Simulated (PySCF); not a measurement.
Coordinates of C₁₂H₈N₂ (1,10-phenanthroline), SMILES c1cnc2c(c1)ccc1cccnc12 (Å):

```xyz
22

C      3.7859     0.8743    -0.2970
C      3.0086     1.9957     0.0547
N      1.6996     1.9705     0.1749
C      1.0535     0.8143    -0.0479
C      1.7352    -0.3807    -0.4088
C      3.1391    -0.3195    -0.5296
C      1.0030    -1.5902    -0.6364
C     -0.3508    -1.6197    -0.5111
C     -1.0803    -0.4415    -0.1489
C     -2.4839    -0.4411    -0.0104
C     -3.1283     0.7250     0.3403
C     -2.3484     1.8799     0.5476
N     -1.0396     1.9118     0.4263
C     -0.3960     0.7831     0.0856
H      4.8712     0.9603    -0.3806
H      3.4995     2.9582     0.2452
H      3.6944    -1.2200    -0.8061
H      1.5567    -2.4910    -0.9133
H     -0.9067    -2.5447    -0.6851
H     -3.0411    -1.3659    -0.1829
H     -4.2133     0.7639     0.4573
H     -2.8369     2.8215     0.8277
```

Simulated rotational absorption lines between 2 and 20 GHz at 3 K: rigid rotor with the equilibrium constants and dipole of one optimised conformer (PBE0-D3(BJ)/def2-SVP, PySCF), commonest isotopes; no centrifugal distortion, hyperfine structure, internal rotation or nuclear-spin weights; lines within 1 MHz of each other are summed. Lines of different type are drawn apart.

What are the rotational constants, and what kind of rotor is it?

Rotational constants A, B, C = 1.625, 0.5823, 0.4287 GHz; Ray's κ = −0.74, an asymmetric top on the prolate side.

Which dipole components drive the lines?

|μa|, |μb|, |μc| = 0.00, 3.17, 0.00 D; b-type lines carry 100 % of the intensity in this range.

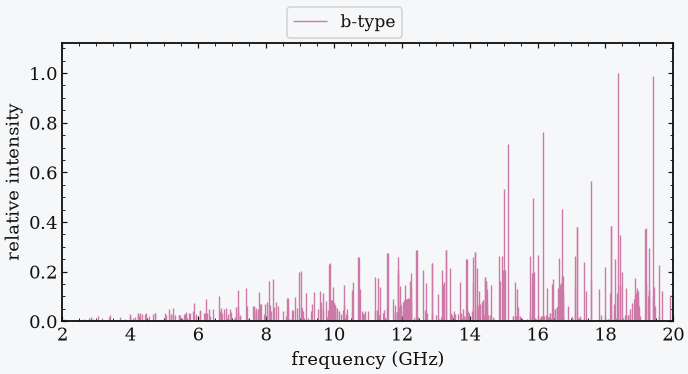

Note: coarse grid, loose stop and no frequency check, small forces are noise and the end may be a saddle.
